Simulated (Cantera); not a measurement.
A closed system holds: 1 mol MgSO4, 0.048 mol H2O, 5.9 mol CO2, at 0.0100 bar.

Cantera equilibrium calculation (NASA polynomials, part measured and part estimated; ideal gas, pure solids and liquids). Candidate condensed phases: C, C6H6, C7H8, C8H18, H2O, H2SO4, Mg, MgCO3, MgO, Mg(OH)2, MgS, MgSO4, S; 130 gas species. Rates play no part.

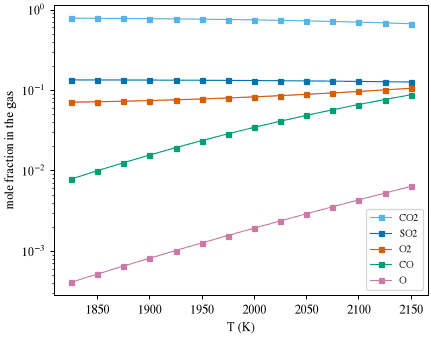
Fig. 1. Equilibrium gas composition (values under 1e-9 drawn at 1e-9)

From 1825 K to 2150 K the condensed part is MgO(s). The main Mg-bearing gas is Mg throughout.
